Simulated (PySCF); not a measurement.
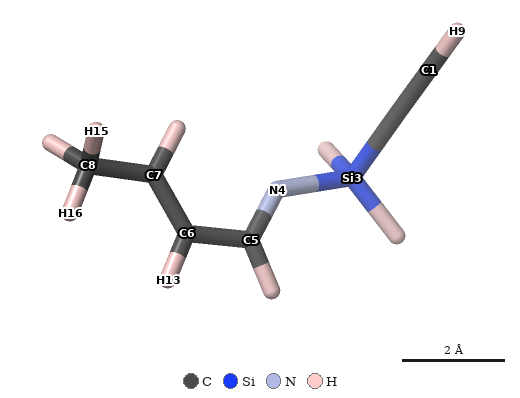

This is the input geometry for a relaxation of C6H9NSi. The picture is a stick view, seen at a tilt.

The start comes from GFN2-xTB. Its atoms were then displaced at random by about 0.01 Å.

Method: PySCF 2.14.0, density-fitted response routines, PBE0-D3(BJ)/def2-SVP geometry optimisation, gas phase.

```xyz
17

C    -3.6593    1.9838   -0.2237
C    -3.2363    0.8943   -0.1386
Si   -2.5947   -0.8301   -0.0042
N    -0.8407   -0.6187   -0.0386
C     0.0558   -1.0566   -0.7752
C     1.4426   -0.6896   -0.5450
C     1.8411    0.1364    0.4272
C     3.2492    0.5445    0.6965
H    -4.0688    2.9905   -0.2871
H    -2.8404   -1.3848    1.3444
H    -3.2134   -1.6386   -1.0448
H    -0.1105   -1.7234   -1.6090
H     2.1441   -1.1289   -1.2204
H     1.0518    0.5647    1.0737
H     3.3329    1.6088    0.6025
H     3.9275    0.0664    0.0282
H     3.5029    0.2932    1.7244
```

What does the optimiser find from here?

The largest move after the best rigid fit is that of H9, 0.50 Å. By element the largest moves are H 0.50 Å, C 0.37 Å, N 0.27 Å, Si 0.11 Å. Near-neighbour distances that change, for instance: Si3–H11 1.456 → 1.501 Å, C1–C2 1.172 → 1.217 Å, N4–C5 1.240 → 1.274 Å, C5–H12 1.081 → 1.113 Å. Bond angles that change, for instance: Si3–N4–C5 133.4° → 124.4°, N4–Si3–H11 118.3° → 112.3°, N4–Si3–H10 103.2° → 108.9°. The energy falls by 0.361 eV in 9 geometry steps. The run took 2 min on 1 thread of Arm Neoverse V2, with other jobs on the host.

History of the run:

```csv
step,"E − E(0), eV"
0,0.0000
1,-0.3358
2,-0.3484
3,-0.3481
4,-0.3552
5,-0.3587
6,-0.3593
7,-0.3607
8,-0.3606
9,-0.3608
```

The structure at the end:

```xyz
17

C    -4.0097    1.9295   -0.3318
C    -3.4331    0.8688   -0.1803
Si   -2.5651   -0.7346    0.0365
N    -0.8544   -0.4432    0.1704
C     0.0180   -0.8982   -0.6385
C     1.4562   -0.6397   -0.5091
C     1.9679    0.1202    0.4729
C     3.4068    0.4304    0.6675
H    -4.5193    2.8675   -0.4638
H    -3.0483   -1.3659    1.2967
H    -2.9036   -1.6156   -1.1304
H    -0.2576   -1.5302   -1.5122
H     2.1116   -1.0948   -1.2596
H     1.2487    0.5435    1.1859
H     3.5782    1.5197    0.6321
H     4.0431   -0.0475   -0.0913
H     3.7443    0.1021    1.6651
```

The end point in the same view:

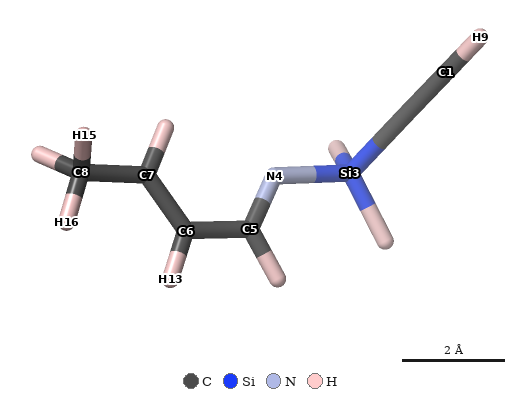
